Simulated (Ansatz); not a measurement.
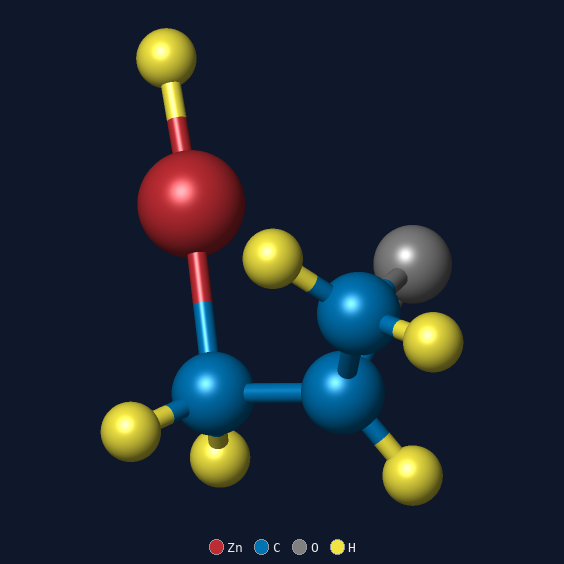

(Drawn from a calculation with Ansatz.)

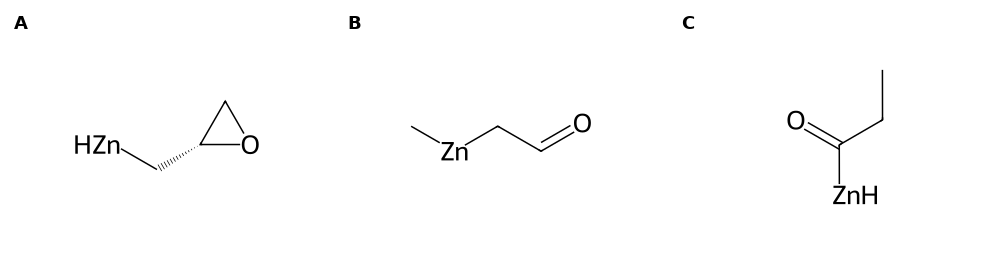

### The first picture shows one of the molecules drawn in the second. Which?

A, `[ZnH][CH2][C@@H]1CO1`.
